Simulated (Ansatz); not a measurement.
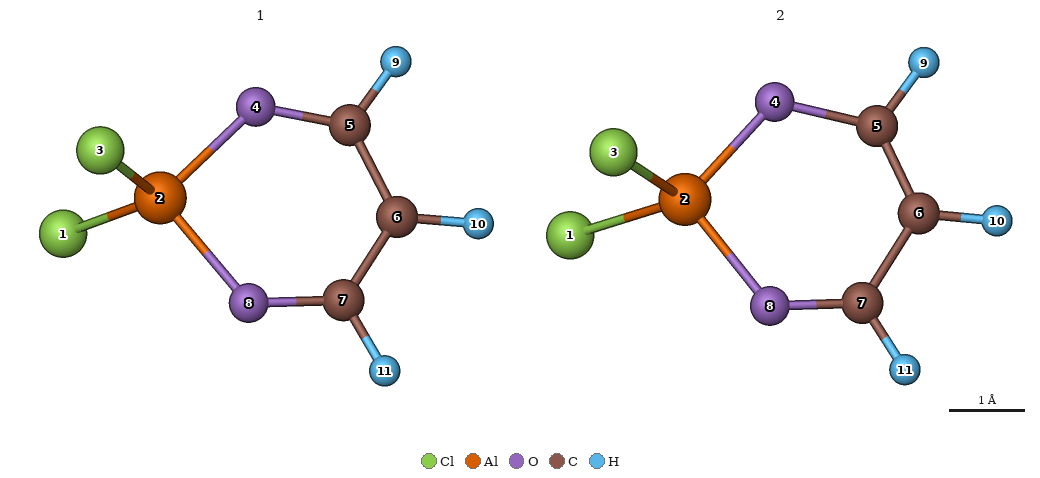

Two geometries of C3H3AlCl2O2 (coarse preliminary run), drawn at one scale. One is the start of a relaxation, the other its converged end. The picture is a ball-and-stick view, seen at a tilt.

The calculation used Ansatz 0.2.0, RKS PBE-D4/def2-SVP. (force threshold 0.03 eV/Å; at most 200 steps)

Which of the two is the end point?

Structure 1 is the relaxed one. The start comes from a force field. The largest move after the best rigid fit is that of Cl1, 0.18 Å. By element the largest moves are Cl 0.18 Å, H 0.11 Å, C 0.10 Å, Al 0.08 Å, O 0.07 Å. Near-neighbour distances that change, for instance: O4–C5 1.415 → 1.285 Å, C6–C7 1.506 → 1.405 Å, Cl1–Al2 2.203 → 2.112 Å, C5–C6 1.322 → 1.405 Å. Bond angles that change, for instance: Cl1–Al2–Cl3 110.0° → 119.9°, O4–Al2–O8 101.3° → 96.1°, Al2–O4–C5 120.2° → 125.4°. The energy falls by 19.1 kcal/mol in 6 geometry steps. Largest force component: 6.2 eV/Å at the start, 0.019 eV/Å at the end.
